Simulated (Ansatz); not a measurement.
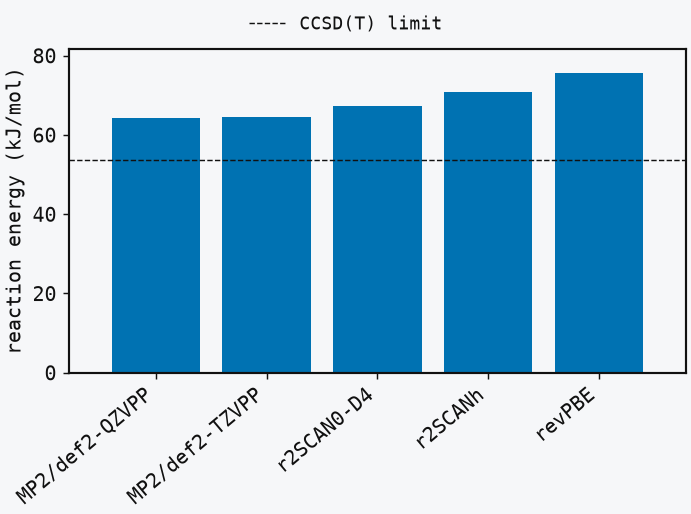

Electronic reaction energy of BSiH₄SF (B[SiH](F)S) + AlN₂H₄F ([NH2][Al]([NH2])[F]) → AlBN₂H₆ ([BH2][Al]([NH2])[NH2]) + SiH₂SF₂ (F[SiH](F)S) (SMILES in brackets) at several levels (functionals in def2-TZVPP unless a basis is named), isolated molecules at PBE0-D4 triple-zeta geometries, minima by their frequencies, no zero-point or thermal terms, the Ansatz code 0.2.0. The line is frozen-core CCSD(T) at the basis limit (MP2 extrapolated from triple and quadruple zeta, plus CCSD(T) less MP2 in a smaller set). No dispersion term is added to r2SCANh and revPBE. The distance of MP2/def2-QZVPP and MP2/def2-TZVPP to the limit includes basis error.

### Which level comes closest to the line (CCSD(T) limit), and which misses most?

Closest MP2/def2-QZVPP (64.2 kJ/mol), against 53.8 kJ/mol; farthest revPBE (75.6 kJ/mol).

### Give the values.

| level | kJ/mol | less CCSD(T) limit |
| --- | --- | --- |
| MP2/def2-QZVPP | 64.2 | 10.5 |
| MP2/def2-TZVPP | 64.5 | 10.7 |
| r2SCAN0-D4 | 67.3 | 13.6 |
| r2SCANh | 70.9 | 17.1 |
| revPBE | 75.6 | 21.8 |
| CCSD(T) limit | 53.8 | 0.0 |
